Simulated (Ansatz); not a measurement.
# Calculations on SiNH5

Part 1: Relaxation

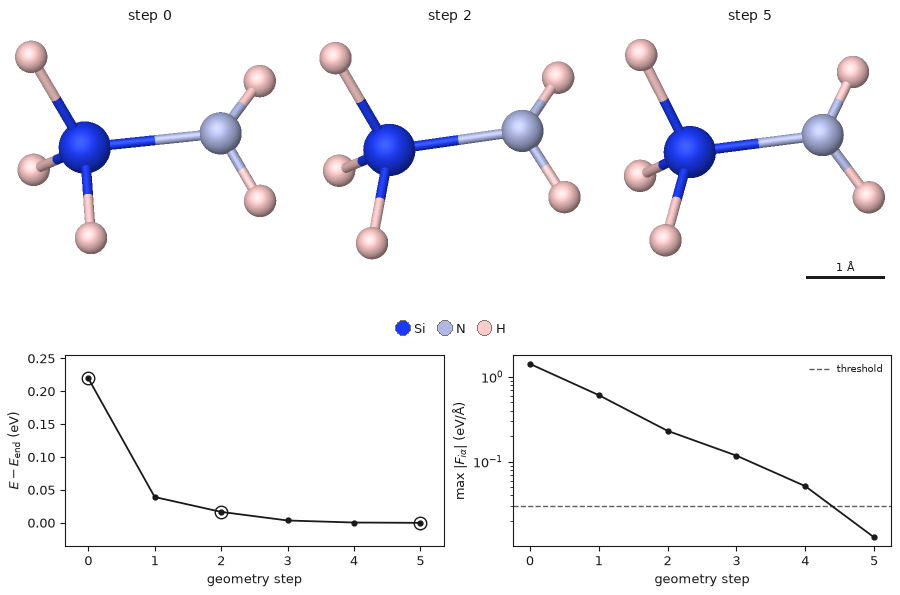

Frames of a relaxation of SiNH5, marked on the history of the run. The picture is a ball-and-stick view, seen at a tilt.

The run prepares an end point of a later path (reaction) calculation, from a guessed geometry.

Method: RKS PBE0-D4/def2-SVP (Ansatz 0.2.0).

The input:
```yaml
crystal:
  periodic: [false, false, false]
  atoms:
    - { symbol: Si, position_ang: [0.283797, -0.002712, 0.093693] }
    - { symbol: "N", position_ang: [0.826849, -0.192637, 1.765911] }
    - { symbol: H, position_ang: [0.195708, -0.173162, 2.560509] }
    - { symbol: H, position_ang: [1.682483, 0.303165, 1.986579] }
    - { symbol: H, position_ang: [1.666974, 0.0325, -0.365425] }
    - { symbol: H, position_ang: [-0.489697, 1.224093, -0.287074] }
    - { symbol: H, position_ang: [-0.492515, -1.191247, -0.368194] }
basis:
  gaussian: { orbitals: def2-SVP }
hamiltonian:
  xc: pbe0
  dispersion: d4
relax:
  f_tol: 0.03
  max_steps: 50
```

Run as
```bash
ansatz run input.yaml --threads 1 --pin off --max-ram 2048MiB --backend cpu --events-out ev --progress --plain --runs-dir out
```

Q: What happens along the run?

A: H5 moves most after the best rigid fit: 0.34 Å. Largest moves by element: H 0.34 Å, Si 0.10 Å, N 0.04 Å. Near-neighbour distances that change, for instance: Si1–H5 1.458 → 1.494 Å, Si1–N2 1.768 → 1.732 Å, Si1–H6 1.499 → 1.504 Å. Among the angles between lasting bonds that change: N2–Si1–H5 90.5° → 107.9°, H5–Si1–H6 112.9° → 107.0°, Si1–N2–H4 114.4° → 118.9°. After 5 geometry steps the energy has fallen by 0.220 eV. The largest force component goes from 1.4 to 0.013 eV/Å. The run took 5.1 s on 1 thread of Intel(R) Xeon(R) 6975P-C (Granite Rapids), with other jobs on the host, peak memory 0.13 GiB. From step 0 to 2: H5 moves most (0.26 Å), energy −0.203 eV. From step 2 to 5: H atoms move most (0.18 Å), energy −0.017 eV.

```
step  E − E(0), eV  largest force component, eV/Å
   0        0.0000                         1.4252
   1       -0.1805                         0.6101
   2       -0.2031                         0.2313
   3       -0.2162                         0.1181
   4       -0.2193                         0.0516
   5       -0.2198                         0.0129
```

Part 2: Relaxation

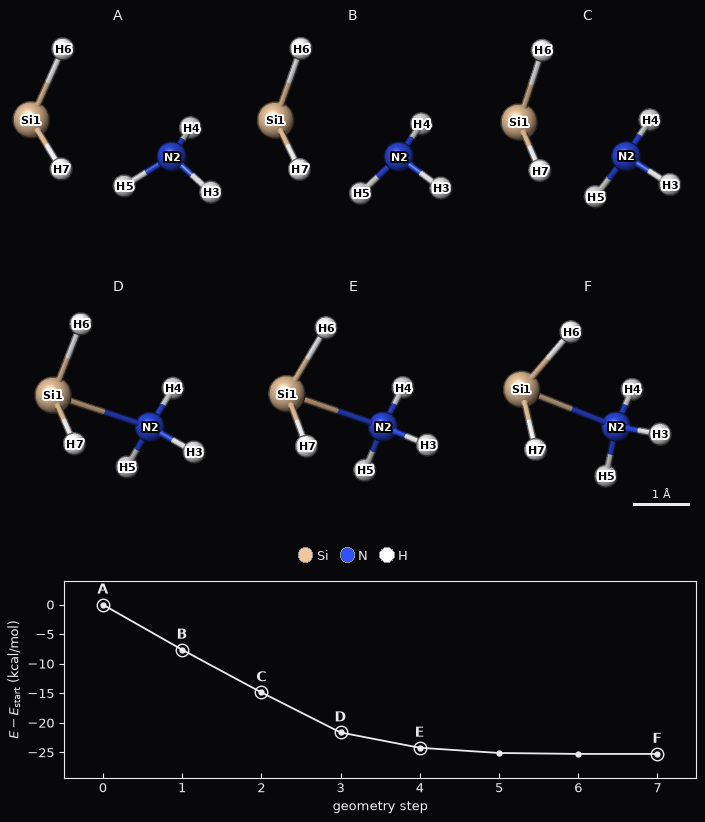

Frames of a relaxation of SiNH5, marked on the history of the run. The picture is a ball-and-stick view, seen from a free direction.

The run prepares an end point of a later path (reaction) calculation, from a guessed geometry.

Method: RKS PBE0-D4/def2-SVP (Ansatz 0.2.0). (no spin polarisation; force threshold 0.03 eV/Å; at most 50 steps)

What happens along the run?

Answer. After 7 geometry steps the energy has fallen by 25.3 kcal/mol. Largest force component: 1.6 eV/Å at the start, 0.014 eV/Å at the end. The atom that moves furthest after the best rigid fit is H3 (0.79 Å). By element the largest moves are H 0.79 Å, N 0.49 Å, Si 0.48 Å. Some distances before and after: Si1–N2 2.983 → 2.060 Å, N2–H5 1.035 → 1.021 Å, N2–H3 1.013 → 1.020 Å, Si1–H6 1.531 → 1.537 Å. New bonds form, among them: Si1–N2 (2.98 → 2.06 Å). Among the angles between lasting bonds that change: H3–N2–H4 111.7° → 108.0°, H4–N2–H5 109.2° → 107.1°. From step 0 to 1: H5 moves most (0.20 Å), energy −7.62 kcal/mol. From step 1 to 2: Si and H atoms move most (0.19 Å), energy −7.22 kcal/mol. From step 2 to 3: H6 moves most (0.19 Å), energy −6.78 kcal/mol. From step 3 to 4: H6 moves most (0.20 Å), energy −2.59 kcal/mol. From step 4 to 7: H atoms move most (0.21 Å), energy −1.04 kcal/mol.

Limits of the set-up: the start holds two separate molecules, 2.7 Å apart at their closest, whose relative position is a soft coordinate.

Part 3: Path

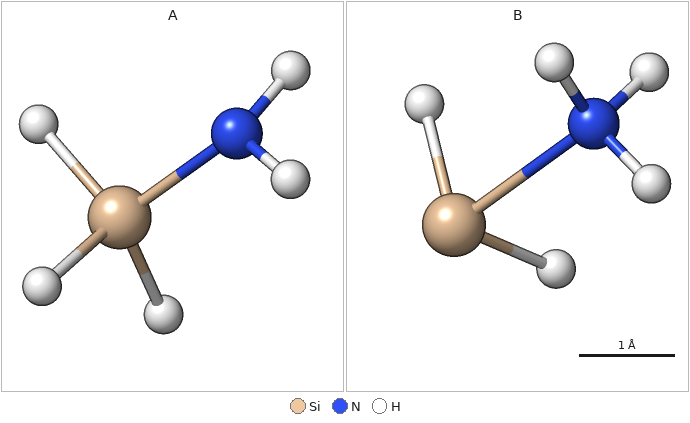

The two relaxed end points of a path for SiNH5. Style: ball-and-stick. Shown from a free direction.

Computed with Ansatz 0.2.0, RKS PBE0-D4/def2-SVP.

Set-up: 7 movable images; climbing image; force threshold 0.05 eV/Å; iteration limit 60.

Start:
```xyz
7

Si    0.3781   -0.0019    0.1269
N     0.8443   -0.1721    1.7867
H     0.1281   -0.3230    2.4885
H     1.5743    0.4276    2.1554
H     1.6209   -0.0145   -0.7024
H    -0.3790    1.2455   -0.2364
H    -0.4930   -1.1616   -0.2327
```

End:
```xyz
7

Si    0.1736    0.4236   -0.5002
N     1.1051   -0.0957    1.2624
H     0.4590   -0.4632    1.9613
H     1.5765    0.7149    1.6653
H     1.8191   -0.8042    1.0904
H    -0.8903    1.1448    0.3426
H    -0.5695   -0.9202   -0.4358
```

> What barrier does the band find between them, and by what path?

Forward barrier 2.96 eV, backward barrier 1.62 eV, with image 4 at the top; the reaction energy is +1.35 eV. A hydrogen atom shifts from one atom to another. Breaking: Si1–H5 (1.49 → 1.62 at the top → 2.60 Å). Forming: N2–H5 (2.61 → 1.38 at the top → 1.02 Å). The band converged in 18 iterations, with a climbing image at the top.

Energies of the converged images:

```csv
image,path (Å),E (eV)
0,0.00,0.000
1,0.49,0.026
2,0.98,0.385
3,1.46,1.745
4,1.95,2.962
5,2.36,2.130
6,2.76,1.529
7,3.16,1.362
8,3.57,1.347
```

The geometry at the top of the path:

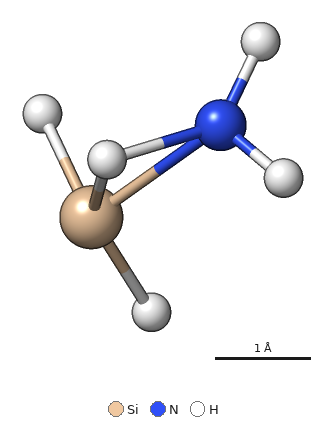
